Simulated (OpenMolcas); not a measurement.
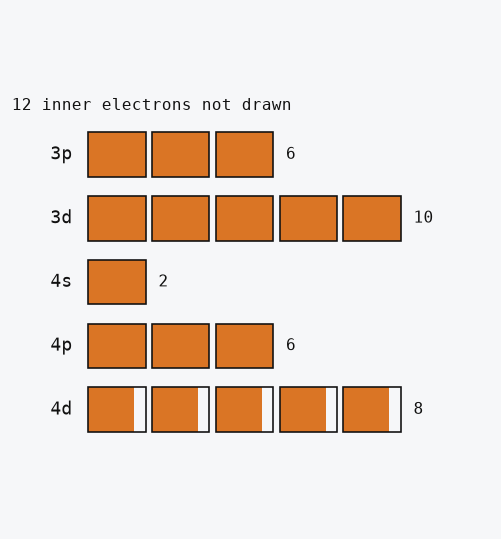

The outer shells of the leading configuration of the lowest level: a box for each of the 2l + 1 orbitals, shaded by the share of the shell that is filled, with the electron count at the right.

# Multiconfigurational calculation: Ag³⁺ complex (part 1 of 2)

- system: Ag³⁺ with 6 ligands (F and H2O; tetragonal octahedron, 1.93 Å), neutralised by 6 outer point charges of +0.17 e, whose field is part of the energies.
- method: state-averaged CASSCF, active space 8 electrons in the shell 4d, basis ANO-RCC-VTZP on the metal and ANO-RCC-VDZP on the ligands, DKH2 scalar Hamiltonian, spin-orbit coupling by RASSI with atomic mean-field integrals (OpenMolcas)

## Log (extracts)
```
--- SEWARD ---
Basis set label: AG.ANO-RCC...7S6P4D2F1G.

      Electronic valence basis set:
      ------------------
      Associated Effective Charge  47.000000 au
      Associated Actual Charge     47.000000 au
      Nuclear Model: Point charge

      Shell  nPrim  nBasis  Cartesian Spherical Contaminant
         s      21       7        X
         p      18       6        X
         d      13       4                 X
         f       6       2                 X
         g       4       1                 X
                  Relativistic Douglas-Kroll-Hess integrals:
                    - DKH order of Hamiltonian: 2
                    - DKH order of Properties : 0
                  Atomic mean-field integrals
--- RASSCF ---
Wave function specifications:
      -----------------------------

      Number of closed shell electrons          96
      Number of electrons in active shells       8
      Max number of holes in RAS1 space          0
      Max nr of electrons in RAS3 space          0
      Number of inactive orbitals               48
      Number of active orbitals                  5
      Number of secondary orbitals             119
      Spin quantum number                      1.0
      State symmetry                             1
Orbital specifications:
      -----------------------

      Symmetry species                           1   2
                                                ag  au
      Frozen orbitals                            0   0
      Inactive orbitals                         24  24
      Active orbitals                            5   0
      RAS1 orbitals                              0   0
      RAS2 orbitals                              5   0
      RAS3 orbitals                              0   0
      Secondary orbitals                        59  60
      Deleted orbitals                           0   0
      Number of basis functions                 88  84
      Number of CSFs                            10
      Number of root(s) required                10
      Iter CI   SX   CI       RASSCF       Energy    max ROT     max BLB   max BLB  Level Ln srch  Step   QN
          iter iter root      energy       change     param      element    value   shift minimum  type update
 Nr of preliminary CI iterations:   1
      Total energies have been shifted. Add                -5000.00 au
        1   1   13    0  -861.84856897    0.00E+00   1.28E-01*  29  35 1  4.16E-01*  1.38   0.00    SX    NO
        2   1   13    0  -862.14324514   -2.95E-01* -1.08E-01*  29  50 1  9.41E-02*  1.14   0.00    SX    NO
        3   1   12    0  -862.19876493   -5.55E-02*  7.09E-02   23  29 1 -3.35E-02*  1.09   0.00    SX    NO
        4   1   12    0  -862.21448724   -1.57E-02*  4.41E-02   23  29 1 -2.11E-02*  1.05   0.00    SX    NO
        5   1   12    0  -862.22060378   -6.12E-03*  5.37E-02   19  30 1 -1.44E-02*  1.04   2.50    LS   YES
        6   1   11    0  -862.22467223   -4.07E-03*  2.84E-02   19  30 1 -8.26E-03*  1.02   1.59    LS   YES
        7   1   12    0  -862.22531428   -6.42E-04* -1.37E-02   25  46 1 -1.03E-02*  1.01   1.11    QN   YES
        8   1   11    0  -862.22614825   -8.34E-04* -1.48E-02   29  35 1 -5.35E-03*  1.01   2.15    LS   YES
        9   1   11    0  -862.22647910   -3.31E-04* -6.40E-03    8  50 1 -4.97E-03*  1.01   1.06    QN   YES
       10   1   10    0  -862.22660271   -1.24E-04* -4.75E-03   26  56 1 -1.69E-03*  1.01   1.75    LS   YES
       11   1   10    0  -862.22663069   -2.80E-05*  4.71E-03    5  47 1  3.91E-03*  1.01   1.02    QN   YES
       12   1   10    0  -862.22666826   -3.76E-05*  3.11E-03    4  46 1  1.00E-03*  1.00   1.67    LS   YES
       13   1    9    0  -862.22667537   -7.11E-06* -2.06E-03   27  33 1 -1.21E-03*  1.00   1.00    QN   YES
       14   1    9    0  -862.22668482   -9.45E-06* -1.93E-03   25  58 1  6.15E-04*  1.00   1.52    QN   YES
       15   1    8    0  -862.22668813   -3.32E-06*  6.80E-04    7  42 2 -2.52E-04*  1.00   1.26    QN   YES
       16   1    8    0  -862.22668872   -5.88E-07* -3.56E-04    7  32 2  1.15E-04*  1.00   1.51    QN   YES
       17   1    7    0  -862.22668892   -1.95E-07* -2.18E-04   25  58 1 -6.85E-05   1.00   1.33    QN   YES
       18   1    6    0  -862.22668896   -4.24E-08* -1.31E-04    7  42 2  2.88E-05   1.00   1.43    QN   YES
       19   1    6    0  -862.22668897   -1.15E-08*  6.01E-05    7  32 2 -1.33E-05   1.00   1.33    QN   YES
       20   1    5    0  -862.22668897   -2.65E-09  -3.37E-05   25  58 1  7.31E-06   1.00   1.47    QN   YES
      Convergence after 20 iterations
       21   1    5    0  -862.22668897   -8.73E-10  -3.37E-05   19  30 1  4.30E-06   1.00   1.47    QN   YES
      Natural orbitals and occupation numbers for root  1
      sym 1:   2.000000   2.000000   1.000000   2.000000   1.000000
      Natural orbitals and occupation numbers for root  2
      sym 1:   1.998120   1.001880   2.000000   1.998120   1.001880
      Natural orbitals and occupation numbers for root  3
      sym 1:   1.998149   1.998149   2.000000   1.001851   1.001851
::    RASSCF root number  1 Total energy:  -5862.36614766
::    RASSCF root number  2 Total energy:  -5862.27641679
::    RASSCF root number  3 Total energy:  -5862.26812730
::    RASSCF root number  4 Total energy:  -5862.25829536
::    RASSCF root number  5 Total energy:  -5862.25513811
::    RASSCF root number  6 Total energy:  -5862.21060420
::    RASSCF root number  7 Total energy:  -5862.20266473
::    RASSCF root number  8 Total energy:  -5862.15043004
::    RASSCF root number  9 Total energy:  -5862.14423031
::    RASSCF root number 10 Total energy:  -5862.13483524
--- RASSCF ---
Wave function specifications:
      -----------------------------

      Number of closed shell electrons          96
      Number of electrons in active shells       8
      Max number of holes in RAS1 space          0
      Max nr of electrons in RAS3 space          0
      Number of inactive orbitals               48
      Number of active orbitals                  5
      Number of secondary orbitals             119
      Spin quantum number                      0.0
      State symmetry                             1
Orbital specifications:
      -----------------------

      Symmetry species                           1   2
                                                ag  au
      Frozen orbitals                            0   0
      Inactive orbitals                         24  24
      Active orbitals                            5   0
      RAS1 orbitals                              0   0
      RAS2 orbitals                              5   0
      RAS3 orbitals                              0   0
      Secondary orbitals                        59  60
      Deleted orbitals                           0   0
      Number of basis functions                 88  84
      Number of CSFs                            15
      Number of root(s) required                15
      Iter CI   SX   CI       RASSCF       Energy    max ROT     max BLB   max BLB  Level Ln srch  Step   QN
          iter iter root      energy       change     param      element    value   shift minimum  type update
 Nr of preliminary CI iterations:   1
      Total energies have been shifted. Add                -5000.00 au
        1   1   11    0  -862.17007251    0.00E+00   1.51E-02   21  25 1 -6.88E-03*  1.00   0.00    SX    NO
        2   1   11    0  -862.17090252   -8.30E-04*  1.15E-02   25  31 1 -5.59E-03*  1.00   0.00    SX    NO
        3   1   11    0  -862.17137349   -4.71E-04*  9.14E-03   21  25 1 -4.16E-03*  0.99   0.00    SX    NO
        4   1   11    0  -862.17165836   -2.85E-04* -7.20E-03   21  25 1 -3.29E-03*  0.99   0.00    SX    NO
        5   1   11    0  -862.17183579   -1.77E-04* -1.04E-02   21  25 1 -2.60E-03*  0.99   2.50    LS   YES
        6   1   10    0  -862.17201977   -1.84E-04* -1.47E-02   22  28 1 -1.78E-03*  0.99   2.50    LS   YES
        7   1   10    0  -862.17213584   -1.16E-04* -4.18E-03   20  30 1 -9.35E-04*  0.98   1.19    QN   YES
        8   1   10    0  -862.17214953   -1.37E-05* -3.75E-03   20  30 1 -5.80E-04*  0.98   1.91    LS   YES
        9   1    9    0  -862.17215366   -4.13E-06* -1.48E-03   28  34 1  7.00E-04*  0.98   1.04    QN   YES
       10   1    8    0  -862.17215941   -5.74E-06* -1.42E-03   28  34 1  2.65E-04*  0.98   1.97    LS   YES
       11   1    9    0  -862.17216123   -1.82E-06*  3.56E-04   25  31 1 -2.61E-04*  0.98   1.00    QN   YES
       12   1    8    0  -862.17216171   -4.86E-07*  4.86E-04   23  26 1 -1.08E-04*  0.98   2.37    LS   YES
       13   1    8    0  -862.17216196   -2.43E-07* -5.22E-04   11  42 2 -2.49E-04*  0.98   1.00    QN   YES
       14   1    7    0  -862.17216214   -1.82E-07* -2.39E-04   19  42 2 -4.61E-05   0.98   1.19    QN   YES
       15   1    7    0  -862.17216218   -3.79E-08*  1.40E-04   25  52 1 -2.88E-05   0.98   1.65    QN   YES
       16   1    6    0  -862.17216219   -1.43E-08*  4.78E-05   10  47 2 -1.54E-05   0.98   1.22    QN   YES
       17   1    5    0  -862.17216219   -2.34E-09   2.95E-05   19  42 2  6.76E-06   0.98   1.76    QN   YES
      Convergence after 17 iterations
       18   1    5    0  -862.17216219   -1.14E-09   2.95E-05   19  42 2  5.02E-06   0.98   1.76    QN   YES
      Natural orbitals and occupation numbers for root  1
      sym 1:   1.994243   1.999792   0.164661   1.994453   1.846851
      Natural orbitals and occupation numbers for root  2
      sym 1:   1.997371   1.999965   0.978177   1.997843   1.026644
      Natural orbitals and occupation numbers for root  3
      sym 1:   1.941926   1.982463   1.864018   1.987978   0.223615
::    RASSCF root number  1 Total energy:  -5862.33377664
::    RASSCF root number  2 Total energy:  -5862.30610519
::    RASSCF root number  3 Total energy:  -5862.23751932
::    RASSCF root number  4 Total energy:  -5862.22790339
::    RASSCF root number  5 Total energy:  -5862.22602567
::    RASSCF root number  6 Total energy:  -5862.21719185
::    RASSCF root number  7 Total energy:  -5862.20204022
::    RASSCF root number  8 Total energy:  -5862.17202990
::    RASSCF root number  9 Total energy:  -5862.16137571
::    RASSCF root number 10 Total energy:  -5862.11416727
::    RASSCF root number 11 Total energy:  -5862.10887624
::    RASSCF root number 12 Total energy:  -5862.09943735
::    RASSCF root number 13 Total energy:  -5862.08742743
::    RASSCF root number 14 Total energy:  -5862.08098657
::    RASSCF root number 15 Total energy:  -5862.00757015
```

(Continued in part 2.) Outcome of the run: converged.
